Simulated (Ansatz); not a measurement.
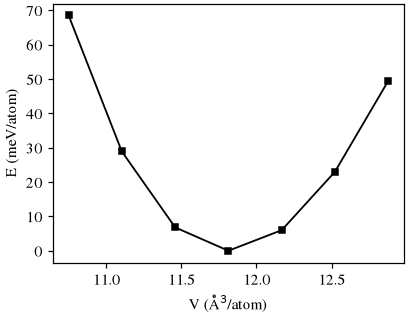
Figure. SrTiO$_{3}$ (cubic perovskite, space group No. 221) under volume change, plane-wave PAW HSE06 (Ansatz code), scaled uniformly.

Task: What does a third-order Birch–Murnaghan fit give for V₀, B₀ and B′?

Result: V₀ = 11.82 Å³/atom, B₀ = 193 GPa, B′ = 4.3.

Space group Pm-3m (cubic perovskite). The cell was relaxed with HSE06 under the symmetry of its start. No spin polarisation was allowed.

Potentials: the later of the program's two PAW sets.
